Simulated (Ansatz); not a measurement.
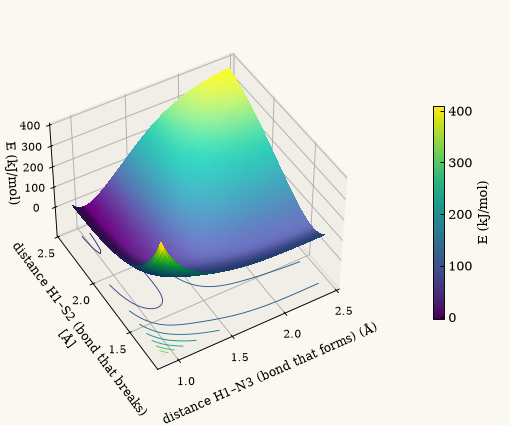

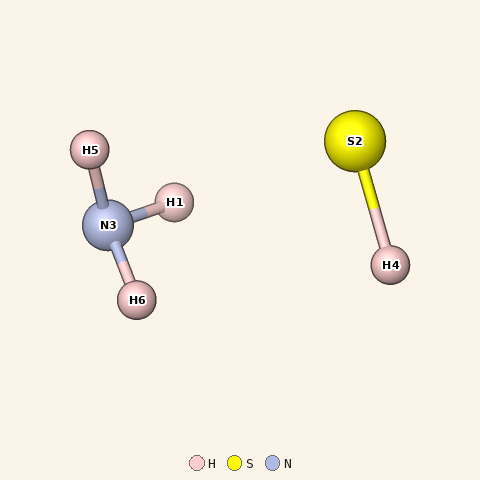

Energy landscape of the reacting system H₄NS (fragments H₂S + H₂N where the first distance is long, H₃N + HS where the second is long), spin multiplicity 2. The first coordinate is: distance H1–N3 (bond that forms); the second: distance H1–S2 (bond that breaks). Relaxed at each point: all other coordinates. The grid has 13 × 13 points. Points are written as (first, second). Energies are in kJ/mol, from the lowest grid point. These are results of UKS B3LYP-D4/def2-SVP in Ansatz, not measurements.

The picture shows a relief with its contours projected below. Between grid points the surface is interpolated. The second picture is the structure at the lowest point.

Describe this landscape.

Answer. The lowest grid point is at (0.985 Å, 2.424 Å). It lies in a valley that leaves the map towards separated partners. Other grid points that lie below all their neighbours: (1.965 Å, 1.352 Å) (82 kJ/mol higher). The highest grid point, (0.918 Å, 1.224 Å), lies 409 kJ/mol above the lowest.

The values on the grid:

```
second ↓, first →  0.918  0.985  1.078  1.183  1.298  1.420  1.549  1.683  1.822  1.965  2.112  2.263  2.418
            2.424     25      0      3     34     85    143    203    259    305    339    363    380    391
            2.300     28      2      3     34     83    139    196    248    290    321    343    358    368
            2.179     32      5      5     33     80    132    186    233    270    297    316    329    338
            2.062     39     10      8     33     76    124    172    214    246    268    284    295    302
            1.947     49     18     12     34     72    115    156    191    217    235    247    256    261
            1.836     64     30     20     36     67    104    137    165    185    199    209    216    220
            1.729     84     47     31     40     64     92    118    138    153    164    171    177    180
            1.626    113     71     47     48     63     82     99    113    123    131    136    140    143
            1.528    152    104     72     63     68     77     86     93     99    103    107    110    112
            1.436    202    148    107     87     81     80     81     82     84     86     88     90     91
            1.352    265    204    154    122    105     94     88     84     82     82     82     83     84
            1.278    339    271    212    169    141    122    109    100     95     92     91     92     92
            1.224    409    334    266    216    180    154    136    124    117    112    111    110    110
```

The input of one point:

```yaml
crystal:
  periodic: [false, false, false]
  atoms:
    - { symbol: H, position_ang: [-0.184753, -0.192388, -0.981969] }
    - { symbol: S, position_ang: [1.739729, -0.06847, 0.486633] }
    - { symbol: "N", position_ang: [-0.925681, 0.293431, -0.551585] }
    - { symbol: H, position_ang: [1.222828, -1.160104, 1.10233] }
    - { symbol: H, position_ang: [-0.669933, 1.265716, -0.389576] }
    - { symbol: H, position_ang: [-1.182189, -0.138183, 0.334167] }
magnetization:
  spin_polarized: true
  initial_magnetization: 1
basis:
  gaussian: { orbitals: def2-SVP }
hamiltonian:
  xc: { name: B3LYP }
  dispersion: d4
output:
  forces: true
relax:
  f_tol: 0.02
  max_steps: 50
  escape_saddle: false
  constraints: [{ distance: [0, 2] }, { distance: [0, 1] }]
```

Time for the 169 points that were run: 20 min on 1 thread of Intel(R) Xeon(R) 6975P-C (Granite Rapids), with other jobs on the host.
